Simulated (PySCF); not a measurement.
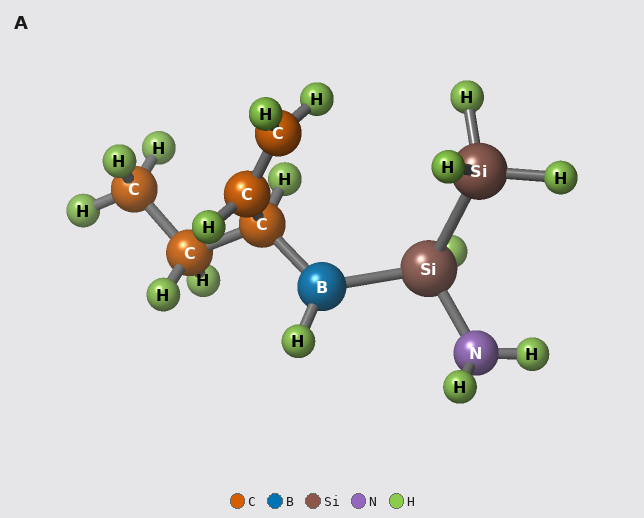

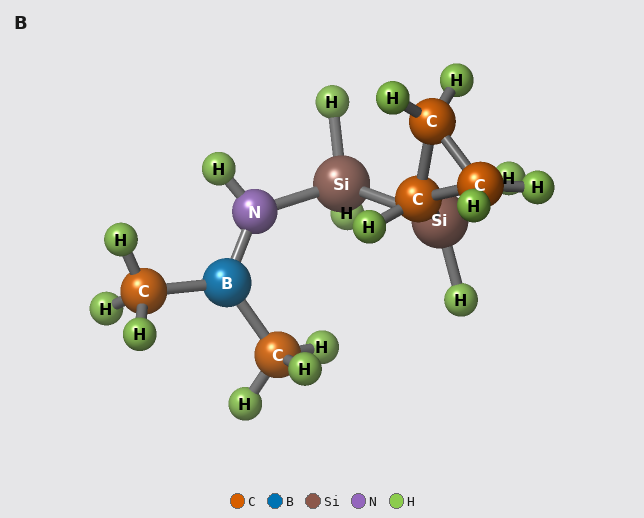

2 stationary structures of one formula. Geometries: GFN2-xTB. Electronic energies: PBE0/pcSseg-1 (PySCF 2.14.0), without zero-point energy. No frequency run is at hand to confirm each as a minimum. Each is one conformer, not always the lowest.

Which structure is the most stable?

Answer. B is lowest; A lies 229.4 kJ/mol above it. A is `C=C[C@@H](B[Si@H](N)[SiH3])CC`, B is `CB(C)N[SiH2][SiH2]C1CC1`.

The geometry is semi-empirical. Around B, Si such bond lengths and angles can be off by a tenth of an ångström or more and by several degrees, and values that hang on the shape move with them.
